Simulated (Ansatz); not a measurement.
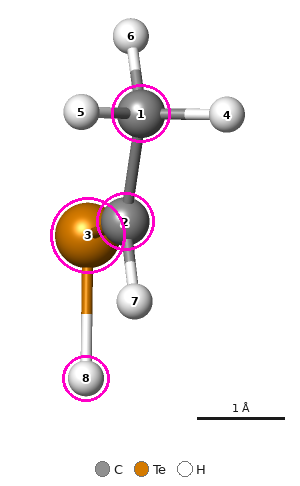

Energy scan for C$_{2}$H$_{5}$Te (charge +1), in which the C1–C2–Te3–H8 dihedral angle is varied, with the rest of the molecule carried along rigidly. The picture shows the minimum geometry. The ringed atoms are those of the scanned coordinate. A ball-and-stick model, seen almost along the central bond.

Single-point energies from Ansatz with CCSD(T), PBE0-D4, PBE-D4, r2SCAN-D4 in the def2-TZVPP basis, on geometries moved rigidly from the minimum at PBE0-D4/def2-TZVP. Coupled cluster with a frozen core. Elements past krypton carry the basis set's effective core potentials. Energies are counted from the PBE0-D4/def2-TZVP minimum geometry at the same level.

```xyz
8

C    -0.0856    1.0864   -0.2432
C    -0.1588   -0.3447    0.0080
Te    1.2957   -1.4427    0.7581
H    -0.9074    1.5779    0.2997
H    -0.3213    1.2674   -1.3029
H     0.8622    1.5566    0.0126
H    -1.0866   -0.8596   -0.2334
H     0.4018   -2.8413    0.7010
```

### Give the energy at each point (the dihedral: −180.0, −161.7, −131.7, −101.7, −71.7, −41.7°).

Energies in kJ/mol.

| dihedral angle (°) | CCSD(T) | PBE0-D4 | PBE-D4 | r2SCAN-D4 |
| --- | --- | --- | --- | --- |
| −180.0 | 0.0 | 0.0 | 0.0 | 0.0 |
| −161.7 | 9.0 | 9.0 | 8.6 | 9.1 |
| −131.7 | 61.1 | 60.5 | 58.3 | 61.4 |
| −101.7 | 149.7 | 146.2 | 143.7 | 149.0 |
| −71.7 | 128.1 | 126.5 | 123.4 | 128.7 |
| −41.7 | 46.0 | 46.3 | 44.6 | 46.9 |

With CCSD(T): the lowest computed point lies at the dihedral −180.0° (0.0 kJ/mol). A local maximum lies at −101.7° (149.7 kJ/mol). The highest point, at −101.7°, lies 149.7 kJ/mol above the lowest and gives an upper estimate of the barrier to rotation, since the rotor is rigid. At −101.7° the levels give PBE-D4 143.7 kJ/mol, PBE0-D4 146.2 kJ/mol, r2SCAN-D4 149.0 kJ/mol, CCSD(T) 149.7 kJ/mol. Closest to CCSD(T) there is r2SCAN-D4. At −180.0° to −41.7° the mean-field solution behind CCSD(T) isn't stable (a lower one of broken symmetry exists), so those energies are less reliable. The T1 diagnostic reaches 0.057, so the single-reference result is less sure there.

The computed profile:

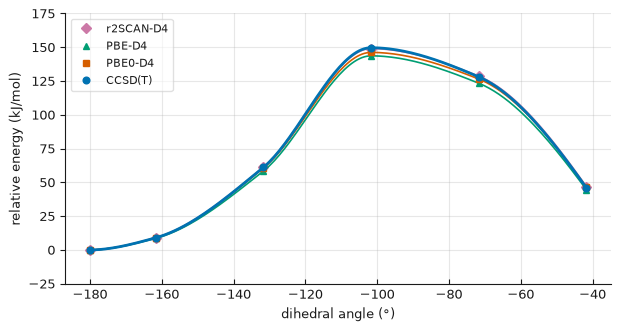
